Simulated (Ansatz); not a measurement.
# C₂H₄AlB (SMILES [BH2][AlH][C]#C): a rigid scan of the bond length C4–H8

How does the energy rise as the bond length C4–H8 leaves its equilibrium value, and do density functionals follow CCSD(T)? No other atom is relaxed.

Method: single points in def2-TZVPP; program: Ansatz 0.2.0, Gaussian basis.

Levels: PBE-D4, r2SCAN-D4, PBE0-D4, B3LYP-D4, wB97M-V, Hartree-Fock, MP2, CCSD, CCSD(T). The scan takes 0.875, 0.920, 0.986, 1.063, 1.148, 1.240, 1.337, 1.440, 1.547 Å.

Correlated methods freeze the cores. B3LYP uses VWN-RPA correlation.

36 further runs of the same task are left out: 36 set aside as unsound or not needed.

### Step 1. Where the work starts

The minimum, relaxed at PBE0-D4: SMILES `[BH2][AlH][C]#C`, 8 atoms, charge 0, spin multiplicity 1.

Atoms are counted from 1 here; the program's logs count them from 0.

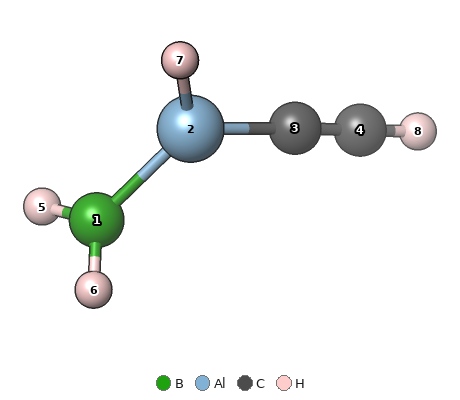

As it starts; boron green, aluminium light blue, carbon dark grey, hydrogen pink; atoms are numbered from 1 in the order of the file.

Coordinates:

```
atom    x (Å)    y (Å)    z (Å)
  B1  -0.9791   1.6103  -0.6589
 Al2   0.7322   0.3980  -0.3799
  C3   0.5237  -1.2516   0.5653
  C4   0.3469  -2.2874   1.1684
  H5  -1.6975   1.5081  -1.6142
  H6  -1.3100   2.4553   0.1258
  H7   2.1843   0.7685  -0.9053
  H8   0.1994  -3.2012   1.6988
```

Energies of the minimum (eV), from earlier single points: PBE-D4 -9402.44774, r2SCAN-D4 -9407.68079, PBE0-D4 -9403.46923, B3LYP-D4 -9411.56406, wB97M-V -9408.51990, CCSD(T) -9391.86506.

At the minimum the bond length C4–H8 is 1.067 Å.

### Step 2. C4–H8 = 0.875 Å

ccsdt-tzvpp/in.yaml

```yaml
crystal:
  periodic: [false, false, false]
  atoms:
    - {symbol: B, position_ang: [-0.979071, 1.610333, -0.658908]}
    - {symbol: Al, position_ang: [0.732208, 0.397982, -0.379930]}
    - {symbol: C, position_ang: [0.523709, -1.251603, 0.565323]}
    - {symbol: C, position_ang: [0.346947, -2.287409, 1.168443]}
    - {symbol: H, position_ang: [-1.697463, 1.508070, -1.614250]}
    - {symbol: H, position_ang: [-1.310001, 2.455278, 0.125791]}
    - {symbol: H, position_ang: [2.184273, 0.768490, -0.905309]}
    - {symbol: H, position_ang: [0.225923, -3.036884, 1.603489]}
basis:
  gaussian: {orbitals: def2-TZVPP}
correlation: {method: ccsd_t}
```

No record of the launch command was kept for these runs.

After this run come: C4–H8 = 0.920 Å; C4–H8 = 0.986 Å; C4–H8 = 1.063 Å; C4–H8 = 1.148 Å; C4–H8 = 1.240 Å; C4–H8 = 1.337 Å; C4–H8 = 1.440 Å; C4–H8 = 1.547 Å.

What does the calculation give? Wanted: highest point, CCSD(T); lowest point, CCSD(T); minimum along the scan, CCSD(T); RMS deviation from CCSD(T); largest T1 diagnostic.

**Answer**, as computed:

```
                       quantity                                                                                                            value
         highest point, CCSD(T)                                                                                         47.2 kcal/mol at 1.547 Å
          lowest point, CCSD(T)                                                                                          0.0 kcal/mol at 1.067 Å
minimum along the scan, CCSD(T)                                                                                                          1.066 Å
                curvature there                                                                                                       39.9 eV/Å²
     RMS deviation from CCSD(T)  PBE-D4 1.2, r2SCAN-D4 0.4, PBE0-D4 0.6, B3LYP-D4 0.5, wB97M-V 0.8, Hartree-Fock 3.6, MP2 0.9, CCSD 0.6 kcal/mol
          largest T1 diagnostic                                                                                                            0.013
```

**Reading.** A polynomial through the near points puts the CCSD(T) minimum 0.001 Å below the PBE0-D4 value. It is steeper on the short side than on the long one. Curvature against CCSD(T): PBE-D4 -4 %, Hartree-Fock +9 %. r2SCAN-D4 follows the CCSD(T) curve best and Hartree-Fock worst.
